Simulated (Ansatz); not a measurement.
# Relaxation of TaSiAs, part 2 of 2

The start is TaSiAs, a database entry, slightly rescaled. Where does it settle when we relax cell and atoms at 5 GPa, and what is it like there?

Ansatz 0.2.0; DFT, r2SCAN, no spin polarisation, plane waves, PAW. Relaxing cell and atoms at 5 GPa. The steps go on from the part before.

### Step 3. The log goes on

The log, continued:

```text
SCF iter   1: F=—  HF=-30899.174047 eV  |F-HF|=—  |Δ(HF+E_count)|=         —  Δρ=1.09e-4  dr2=1.33e-5  dr2_τ=5.52e-5  ethr=1.96e-8  ⟨swp⟩=2.1  Hψ=7969  notcnv=0
preconditioner: auto → Kerker (q_TF=auto, 2.559 Å⁻¹)  [metal: Δε(μ)=0.038 eV  Ē_g=8.265 eV  σ=0.021 eV  W_gap=0.50  n_scr=26 (ndim 8)  ℏωp=20.3 eV  f_vac=0.000  D(μ)=2.75/eV (n_scr^D=16)]
SCF iter   2: F=—  HF=-30899.174077 eV  |F-HF|=—  |Δ(HF+E_count)|=   2.94e-5  S|Δr|=    0.00e0  Δρ=5.11e-5  dr2=2.42e-6  dr2_τ=2.19e-7  ethr=1.96e-8  ⟨swp⟩=2.0  Hψ=2568  notcnv=0
preconditioner: auto → Resta (q_TF=auto, 2.559 Å⁻¹)  ε∞=7.0  [insulator: Δε(μ)=0.039 eV  Ē_g=8.265 eV  σ=0.021 eV  W_gap=0.51  n_scr=26 (ndim 8)  ℏωp=20.3 eV  f_vac=0.000  D(μ)=2.79/eV (n_scr^D=16)  ε∞_Penn≈7.0]
SCF iter   3: F=—  HF=-30899.174077 eV  |F-HF|=—  |Δ(HF+E_count)|=   1.14e-7  S|Δr|=    0.00e0  Δρ=2.38e-5  dr2=6.27e-7  dr2_τ=5.38e-8  ethr=3.79e-9  ⟨swp⟩=2.3  Hψ=2441  notcnv=0
SCF iter   4: F=—  HF=-30899.174077 eV  |F-HF|=—  |Δ(HF+E_count)|=   1.31e-8  S|Δr|=    0.00e0  Δρ=7.26e-6  dr2=6.60e-8  dr2_τ=2.34e-9  ethr=9.79e-10  ⟨swp⟩=2.7  Hψ=3006  notcnv=0
SCF iter   5: F=-30899.174077 eV  HF=-30899.174077 eV  |F-HF|=1.31e-9  |Δ(HF+E_count)|=   4.75e-9  S|Δr|=    0.00e0  Δρ=3.24e-6  dr2=8.88e-9  dr2_τ=2.70e-10  ethr=9.35e-11  ⟨swp⟩=7.9  Hψ=9969  notcnv=0
SCF 4 converged in 5 iterations: F = -30899.174077 eV  dr2 = 8.88e-9
relax step   4: F+E_penalty+E_count = -30899.17407695 eV  Δ(F+E_penalty+E_count) = +9.483e-4 eV  max|allowed force component| = 2.113e-3 eV/Å  Δτ_max = 0.0006 Å  P = +5.006 GPa  Ω = 93.905 Å³  energy of the carried Pulay correction = +5.070e-6 eV  (5 SCF iters, dr2 threshold 5.98e-8 eV, accepted)
Initial wavefunctions: pseudopotential atomic-orbital guess (no wavefunctions were taken with the density)
iter 1 solved again at ethr=6.83e-7 eV; its pass at ethr=3.10e-3 eV (dr2=4.37e-4 eV) is discarded
SCF iter   1: F=—  HF=-30899.174072 eV  |F-HF|=—  |Δ(HF+E_count)|=         —  Δρ=3.23e-6  dr2=8.69e-9  dr2_τ=6.08e-10  ethr=6.83e-7  ⟨swp⟩=3.0  Hψ=11574  notcnv=0
eigensolver tolerance schedule: the retry pair's looser diagonalisation over-reported the residual by 50279.14 of it (diagonalisation noise at an unbounded share of the residual, at the tolerance the schedule requests for it); recorded, not acted on — ethr = c·dr2/N_el stays at c = 1.0e-1
preconditioner: auto → Resta (q_TF=auto, 2.559 Å⁻¹)  ε∞=7.0  [insulator: Δε(μ)=0.038 eV  Ē_g=8.265 eV  σ=0.021 eV  W_gap=0.50  n_scr=26 (ndim 8)  ℏωp=20.3 eV  f_vac=0.000  D(μ)=2.78/eV (n_scr^D=16)  ε∞_Penn≈7.0]
SCF iter   2: F=—  HF=-30899.174071 eV  |F-HF|=—  |Δ(HF+E_count)|=   2.27e-7  S|Δr|=    0.00e0  Δρ=2.11e-6  dr2=2.95e-9  dr2_τ=4.35e-10  ethr=1.36e-11  ⟨swp⟩=3.8  Hψ=4628  notcnv=0
SCF iter   3: F=—  HF=-30899.174071 eV  |F-HF|=—  |Δ(HF+E_count)|=   1.55e-9  S|Δr|=    0.00e0  Δρ=1.09e-6  dr2=9.84e-10  dr2_τ=4.72e-11  ethr=4.60e-12  ⟨swp⟩=2.0  Hψ=3066  notcnv=0
SCF iter   4: F=-30899.174071 eV  HF=-30899.174071 eV  |F-HF|=1.46e-11  |Δ(HF+E_count)|=  5.75e-10  S|Δr|=    0.00e0  Δρ=2.41e-7  dr2=4.35e-11  dr2_τ=3.74e-11  ethr=1.00e-12  ⟨swp⟩=5.0  Hψ=9105  notcnv=0
SCF 5 converged in 4 iterations: F = -30899.174071 eV  dr2 = 4.35e-11
relax step   5: F+E_penalty+E_count = -30899.17407137 eV  Δ(F+E_penalty+E_count) = +5.581e-6 eV  max|allowed force component| = 2.119e-3 eV/Å  Δτ_max = 0.0000 Å  P = +5.006 GPa  Ω = 93.905 Å³  stress off target by 2.89e-2 GPa  SCF on the basis re-selected at this cell (its energy is not comparable with the rows above)  (4 SCF iters)
basis re-selected at this cell: Δ(F+E_penalty+E_count) = +5.581e-6 eV, ΔP = +0.000 GPa vs the last step (what re-selecting the basis moved, of the pressure what is left beyond the Pulay correction that the steps carried, after the strain that the cell walked since its last selection, with what the two solves' SCF thresholds leave and, on support functions, any second-order correction that the steps lacked; it is no measure of the basis error at this ecutwfc). This SCF's stress stands 2.89e-2 GPa from its target on what of the cell is left free (relax.cell.stress_tol is 5.00e-2 GPa) and its largest allowed force component is 2.12e-3 eV/Å (relax.f_tol is 1.00e-2 eV/Å): within both
SCF converged after 4 iterations
Stability not checked: this state was not tested for a lower state beside it, because cold or Methfessel-Paxton smearing, or corrected tetrahedra, fill the levels in a way that the test cannot read (fill_not_monotonic; see scf.lower_state_search)
Free energy (F): -30899.174071 eV
Harris-Foulkes:  -30899.174071 eV  (|F-HF|=1.46e-11)
Internal energy: -30899.173936 eV  (E = F + TS)
E sigma→0 (E₀):  -30899.174026 eV
Entropy (-TS):   -0.000135 eV (-0.023 meV/atom)
Fermi energy:    16.074301 eV
--- Per-component energies (eV) ---
  E_band       = -576.309372
  E_kinetic    = 1036.044769
  E_local      = -5388.785666  (includes V_loc(G=0)·N_el)
  E_nonlocal   = -1259.368542
  E_hartree    = 2766.658331
  E_xc         = -667.942448
  E_vxc        = -723.334245  (∫ρ·V_xc dr)
  E_paw        = -21582.701686  (= ΣΔE_a)
  E_vpaw       = 190.413081  (= ΣTr[D̂ρ^β])
  E_aug_tail   = 0.000165  (compensation charges beyond the density's cutoff)
  E_vtau       = 35.404627  (kinetic-family band-sum trace: ∫τ·v_τ [+ j·A + Jᵃ·Aᵃ] dr)
  E_ewald      = -5798.498618
  E_core_change = -4.580242  (= ΣΔE_core)
  E_smearing   = -0.000135  (= −TS)
  E_closure    = 0.000000  (closes the sum)
  Σ components = -30899.174071   (vs F -30899.174071, Δ=0.00e0)
--- Forces (eV/Å), atoms counted from 1 ---
  atom   1  Si     0.00000000     0.00000000    -0.00000000
  atom   2  Si     0.00000000     0.00000000     0.00000000
  atom   3  As     0.00000000     0.00000000    -0.00211918
  atom   4  As     0.00000000     0.00000000     0.00211918
  atom   5  Ta     0.00000000     0.00000000    -0.00158036
  atom   6  Ta     0.00000000     0.00000000     0.00158036
  max |Σ_I F_I| component: 3.47e-18 eV/Å
--- Stress (GPa, compression-positive) ---
        4.994995      -0.000000       0.000000
       -0.000000       4.994995       0.000000
        0.000000       0.000000       5.028881
  P = ⅓ Tr σ = 5.0063 GPa (50.063 kbar)
--- Band table (eV; the first three rows and the last of 45) ---
  k-point 0: bands = ["-53.9465", "-53.9462", "-20.5974", "-20.5828", "-20.5764", "-20.5764", "-20.5699", "-20.5642", "-20.5642", "-20.5601", "-20.5554", "-20.5456", "-19.8769", "-19.8299", "-19.8299", "-19.8174", "-19.8174", "-19.8107", "0.9296", "3.1523", "4.0638", "10.3294", "10.7528", "12.0677", "12.1112", "12.1112", "13.0476", "13.5395", "13.5395", "15.0543", "15.5260", "15.5260", "16.5104", "17.2315", "17.5034", "17.7903", "17.9973", "17.9973", "20.3621"]
  k-point 1: bands = ["-53.9465", "-53.9463", "-20.5977", "-20.5828", "-20.5764", "-20.5764", "-20.5699", "-20.5642", "-20.5642", "-20.5601", "-20.5554", "-20.5456", "-19.8713", "-19.8294", "-19.8294", "-19.8179", "-19.8179", "-19.8161", "1.0679", "2.5919", "4.6189", "9.4042", "11.8700", "12.1183", "12.2125", "12.2125", "12.9552", "13.2562", "13.2562", "15.4225", "15.7494", "15.9207", "15.9207", "17.2653", "17.4649", "17.8178", "17.8178", "18.0434", "18.9408"]
  k-point 2: bands = ["-53.9464", "-53.9464", "-20.5980", "-20.5828", "-20.5764", "-20.5764", "-20.5699", "-20.5642", "-20.5642", "-20.5601", "-20.5554", "-20.5456", "-19.8643", "-19.8289", "-19.8289", "-19.8228", "-19.8184", "-19.8184", "1.2826", "2.1341", "5.0171", "8.9135", "12.1806", "12.3717", "12.3717", "12.7574", "12.8530", "12.9550", "12.9550", "14.6797", "16.3253", "16.3736", "16.3736", "17.3246", "17.4011", "17.5354", "17.5354", "17.6931", "18.3624"]
  k-point 44: bands = ["-53.9377", "-53.9377", "-20.6087", "-20.6087", "-20.5951", "-20.5951", "-20.5833", "-20.5833", "-20.5491", "-20.5491", "-20.5489", "-20.5489", "-19.9425", "-19.9425", "-19.9261", "-19.9261", "-19.7900", "-19.7900", "4.5302", "4.5302", "7.7660", "7.7660", "8.6034", "8.6034", "9.4852", "9.4852", "12.8889", "12.8889", "13.0453", "13.0453", "13.0758", "13.0758", "17.1288", "17.1288", "19.2265", "19.2265", "19.5752", "19.5752", "20.1742"]
--- Relaxed structure (4 steps of the walk, 3 accepted, 1 SCFs on fresh bases) ---
  F+E_penalty+E_count = -30899.17407137 eV   max|allowed force component| = 2.119e-3 eV/Å   (the final SCF, on the basis selected at the relaxed cell)
  cell:  # Å, volume = 93.9049 Å³
    - [3.4705156347465835, -9.192131496862181e-36, 0.0]
    - [-9.192131496862181e-36, 3.4705156347465835, 0.0]
    - [0.0, 0.0, 7.796507924707864]
  atoms:
    - { symbol: Si, position: [9.752506686525073e-37, 2.0317722263593897e-37, 2.3181921021902117e-21] }
    - { symbol: Si, position: [0.5, 0.5, 2.318192102189224e-21] }
    - { symbol: As, position: [0.5, -1.3545148175729602e-38, 0.6103560666084131] }
    - { symbol: As, position: [-4.876253343262541e-37, 0.5, 0.38964393339158665] }
    - { symbol: Ta, position: [0.5, -4.063544452718814e-38, 0.25542842959420525] }
    - { symbol: Ta, position: [-4.876253343262541e-37, 0.5, 0.7445715704057947] }
--- Löwdin populations: 6 sites ---
  site symbol       q [e]
     0     Si      3.9848
     1     Si      3.9848
     2     As     15.1154
     3     As     15.1154
     4     Ta     12.7216
     5     Ta     12.7216
  spilling = 0.005571 (of n_electrons = 64.000000)
--- Bader charges: 6 sites ---
  site symbol  charge [e]  shift [e]
     0     Si     -0.4259     0.0017
     1     Si     -0.4259     0.0017
     2     As     -0.8261     0.0020
     3     As     -0.8261     0.0020
     4     Ta      1.2520     0.0037
     5     Ta      1.2520     0.0037
  estimated error of the sums over rays = 8.2e-4 e
```

It took 84 s on 2 threads of Arm Neoverse V2, shared host; peak memory 0.66 GiB.

Step by step:

```
step  energy from step 1 (eV/cell)  largest force component (eV/Å)  pressure (GPa)  volume (Å³)
   1                        0.0000                          0.1319            4.87        93.93
  2x                        0.0002                          0.1657            5.05        93.96
   3                       -0.0019                          0.0104            4.94        93.94
   4                       -0.0010                          0.0021            5.01        93.90
   5                       -0.0010                          0.0021            5.01        93.90
```

Step 1 is the start. Step 5 repeats the geometry before on a plane-wave basis chosen anew for that cell, so the energy can jump there without any move; the table keeps such jumps. 1 step was tried and not accepted (marked x).

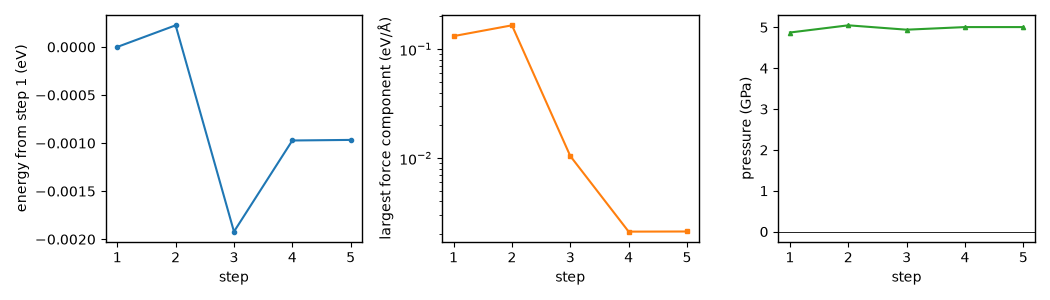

How energy and force, and the pressure, went from step to step.

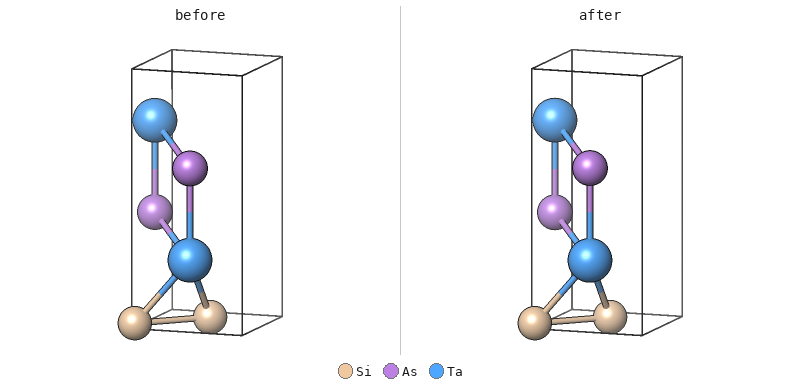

Before and after, at one scale. Each atom of the cell is drawn once.

| input's cell | before | after | change |
| --- | --- | --- | --- |
| a (Å) | 3.471 | 3.471 | -0.0 % |
| b (Å) | 3.471 | 3.471 | -0.0 % |
| c (Å) | 7.795 | 7.797 | +0.0 % |
| volume (Å³/atom) | 15.65 | 15.65 | -0.0 % |

The largest move, 0.01 Å, apart from the change of the cell, is shared by several atoms, As4 among them.

With a target pressure of 5 GPa the walk minimises the enthalpy, not the energy.

### Step 4. Density of states

States per cell by energy window, from dos.tsv and pdos.tsv (tetrahedra; eV from the Fermi level):

```csv
from,to,total,As p,Si s,Si p,Ta d
-8.0,-7.0,0.66,0.09,0.16,0.24,0.13
-7.0,-6.0,2.73,1.16,0.13,0.58,0.53
-6.0,-5.0,2.06,0.75,0.13,0.48,0.49
-5.0,-4.0,2.52,0.81,0.11,0.70,0.69
-4.0,-3.0,4.33,1.37,0.08,1.00,1.63
-3.0,-2.0,5.21,1.62,0.05,1.07,2.29
-2.0,-1.0,2.08,0.50,0.03,0.32,1.13
-1.0,0.0,1.23,0.25,0.02,0.12,0.74
0.0,1.0,1.23,0.26,0.02,0.15,0.65
1.0,2.0,3.27,0.50,0.07,0.37,1.82
```

The bands computed are complete only to about 2.3 eV above the Fermi level.

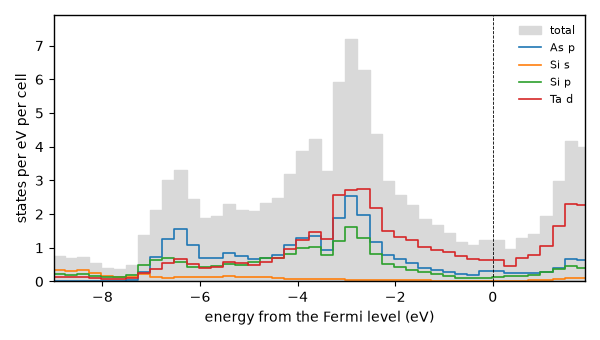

Total and projected density of states, in bins of 0.25 eV.

### Step 5. Charges

By element, from the tables in the log (a charge is positive for electrons lost): Löwdin charges also hold the electrons that the projection spills.

```
element  atoms  Bader charge (e)  Bader volume (Å³)  Löwdin charge (e)
     Si      2             -0.43               14.8              +0.01
     As      2             -0.83               18.8              -0.12
     Ta      2             +1.25               13.4              +0.28
```

Löwdin charges rest on a small set of atomic orbitals that misses 0.6 % of the electrons, so they need not add up to the cell's charge and can differ from Bader's even in sign.

### Step 6. Maps of the fields

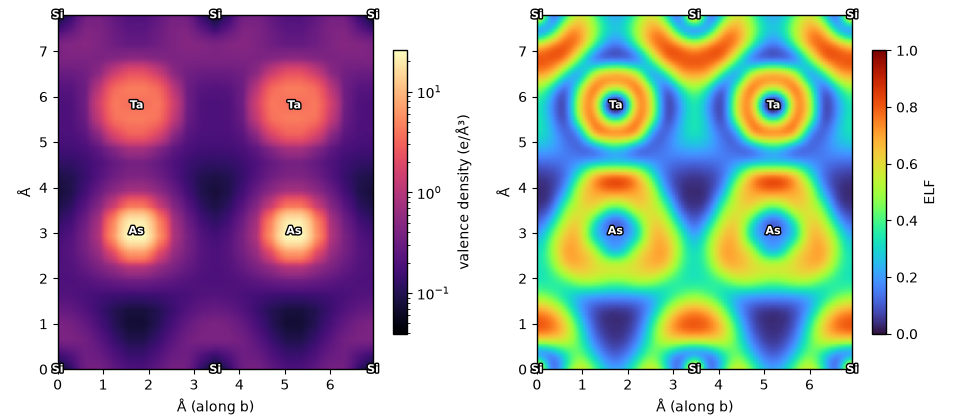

Valence density (left, log scale) and ELF (right) in the plane spanned by b and c at height 0.000 along a (axes of the input's cell); atoms within 0.2 Å are lettered, 2×1 cells. Near the nuclei they are pseudo-fields.

At the density minimum on some short contacts:

| contact | length (Å) | minimum at (fraction) | density (e/Å³) | ELF |
| --- | --- | --- | --- | --- |
| Si1–Si2 | 2.454 | none clear | – | – |

### Step 7. Summary of results

The summary covers parts 1 to 2.

```
                                                 quantity                                                                      value
                                                    moves                                                                          2
                                             largest move                                                                0.01 Å (As)
                     space group (0.01 Å), before / after                                                            P4/nmm / P4/nmm
                                                     cell  a = 3.471 Å, b = 3.471 Å, c = 7.797 Å, α = 90.00°, β = 90.00°, γ = 90.00°
                                                   volume                                                     15.65 Å³/atom (-0.0 %)
                                      pressure at the end                                                                   5.01 GPa
                                                character                                                                      metal
density of states, mean within 0.25 eV of the Fermi level                                                        1.2 per eV per cell
                                            Bader charges                                             Si -0.43, As -0.83, Ta +1.25 e
```

In words: The volume kept its value, and the largest move of an atom is 0.01 Å apart from the change of the cell. With 16 symmetry operations imposed, the end may be a saddle point towards distortions that break them. It is a metal; within 0.25 eV of the Fermi level the density of states averages 1.2 per eV per cell, mostly Ta d (51 %) and As p (25 %). By Bader's partition Ta gives up most (+1.25 e) and As takes most (-0.83 e).
